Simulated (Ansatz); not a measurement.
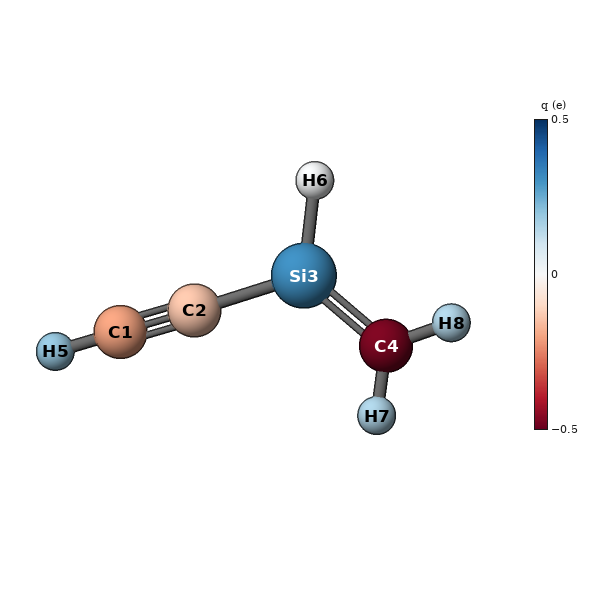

Atoms are coloured by their Mulliken charges. The computed structure is the end point of a PBE0-D4/def2-TZVP optimisation. No frequency run is at hand to confirm it as a minimum. Method: RKS PBE0-D4/def2-TZVP (Ansatz 0.2.0).

Question: Which atom carries the highest charge (most positive or least negative)?

Answer: Si3 (0.31 e).

Question: And the lowest?

Answer: C4 (−0.47 e).

List the Mulliken charges.

```
atom  value (e)
  C1      −0.20
  C2      −0.14
 Si3       0.31
  C4      −0.47
  H5       0.19
  H6       0.01
  H7       0.15
  H8       0.15
```

Mulliken values depend strongly on the basis set and can even reverse the polarity of a bond.
